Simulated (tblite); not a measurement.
# C4H6N2Si: relaxed scan

C4H6N2Si, SMILES N#CC1=CCN[SiH2]1, computed with GFN2-xTB relaxed scan under a harmonic restraint, gas phase (tblite 0.8.0).

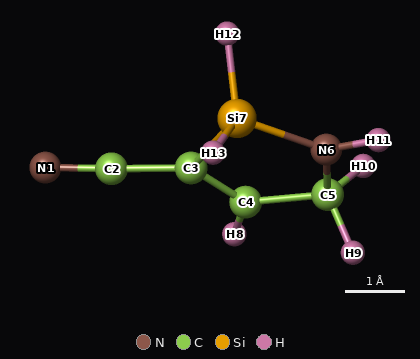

Figure 1. The structure (ball-and-stick view, seen at a tilt; atoms are numbered from 1 in the order of the input).

**Input file**
```
{"job": {"xc": "GFN2-xTB", "basis": "xTB", "coordinate": [["t", [10, 4, 6, 5], 0.3333333333333333], ["t", [4, 6, 10, 5], 0.3333333333333333], ["t", [6, 10, 4, 5], 0.3333333333333333]], "kind": "drive"}, "charge": 0, "multiplicity": 1}
N      3.069483    -1.844665    -0.250741
C      2.057093    -1.303491    -0.193476
C      0.863079    -0.589962    -0.097977
C     -0.336878    -1.065258    -0.445037
C     -1.491336    -0.141713    -0.266068
N     -0.975649     1.096055     0.267554
Si     0.714608     1.185013     0.540779
H     -0.518545    -2.054980    -0.838686
H     -1.996021     0.017889    -1.230464
H     -2.230334    -0.592297     0.412920
H     -1.658170     1.812672     0.436601
H      1.088664     1.321193     1.951034
H      1.409618     2.160030    -0.304165
```

The first line tells a small driver script what to run in tblite; the rest is the geometry in Å.

Command:
```bash
OMP_NUM_THREADS=1 python <driver script> task.json out
```

**Output**
```
point  coordinate     E/eV
  0      0.000     -521.20813
  1      0.000     -521.20818
  2      0.000     -521.20822
  3      0.000     -521.20818
  4     -0.000     -521.20808
  5     -0.000     -521.20803
  6     -0.000     -521.20817
  7     -0.000     -521.20814
```

**Results in brief**

```tsv
quantity	value
outcome	converged
hardware	1 CPU thread, shared host
wall time	1.1 s
peak memory	0.19 GiB
```
